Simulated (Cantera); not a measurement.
Input: 1 mol FeS2, 200 mol H2, 52 mol N2, 0.066 mol CH4, at 0.0120 bar.

These are equilibrium values from Cantera (NASA tables, ideal gas, pure condensed phases), not measurements of a reactor. Candidate condensed phases: C, C6H6, C7H8, C8H18, Fe, FeS, FeS2, S; 101 gas species. Metal and sulfide melt together well below either melting point, which pure phases cannot show. Mutual solubility and eutectic melting of coexisting phases are not modelled. FeS: taken at fixed stoichiometry. Condensed phases not in the tables: cementite and carbon dissolved in iron. Gases not in the tables: S3 to S7. Equilibrium is a limit: real reactors are often held back by kinetics, nucleation or transport.

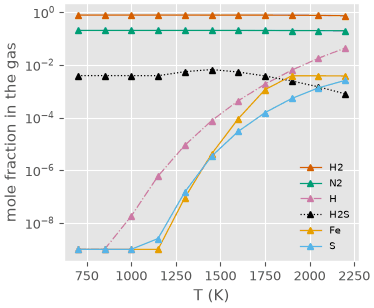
Fig. 1. Equilibrium gas composition (values under 1e-9 drawn at 1e-9)

Question: Read off the mole fractions at 700 K.

Answer: H2 about 0.79, N2 about 0.21, H2S about 0.0040.
